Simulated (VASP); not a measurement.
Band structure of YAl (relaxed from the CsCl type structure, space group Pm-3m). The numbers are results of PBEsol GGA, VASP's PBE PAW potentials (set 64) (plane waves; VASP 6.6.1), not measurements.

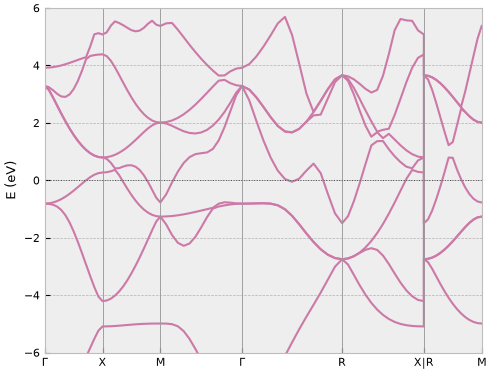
*Bands along high-symmetry lines, zero at the valence-band maximum or, without a gap, the Fermi level*

### Question
Read the plot: is there a gap, and where are the band edges?

### Answer
It has no gap at this level: it comes out as a metal or semimetal. (Edges off the drawn lines would not show.)

The structure was generated: YAl was put into the CsCl type type (Pm-3m), which need not be its known phase. It was relaxed first, which changed the volume by -32 %.
